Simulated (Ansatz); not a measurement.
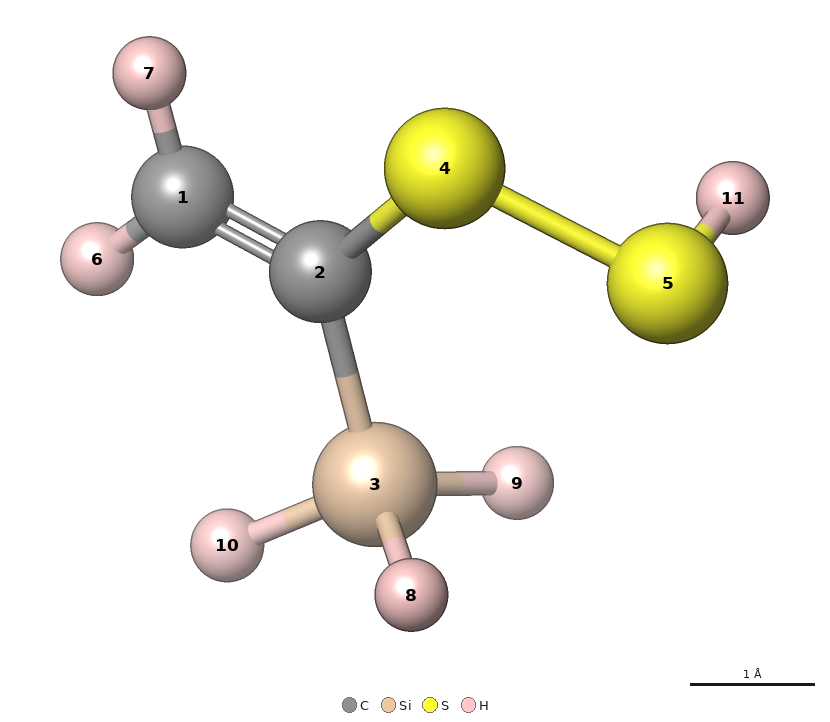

Orthographic view. Depth is shown by fading: the farther an atom, the more it takes the colour of the background. Computed geometry: PBE0-D4/def2-TZVP optimisation. No frequency run is at hand to confirm it as a minimum.

Write a Z-matrix (Å, degrees) in the order of the atom numbers, with these reference atoms: 2 to 1; 3 to 2, 1; 4 to 2, 1, 3; 5 to 4, 2, 1; 6 to 1, 2, 4; 7 to 1, 6, 2; 8 to 3, 2, 1; 9 to 3, 8, 2; 10 to 3, 9, 8; 11 to 5, 4, 2.

```
C  
C    1   1.335
Si   2   1.875   1   121.3
S    2   1.764   1   117.9   3  -176.6
S    4   2.037   2   104.4   1  -162.2
H    1   1.084   2   120.7   4  -175.1
H    1   1.087   6   116.8   2  -179.1
H    3   1.484   2   111.2   1  -127.9
H    3   1.484   8   109.6   2   124.1
H    3   1.487   9   108.6   8  -120.1
H    5   1.349   4    99.2   2    85.1
```
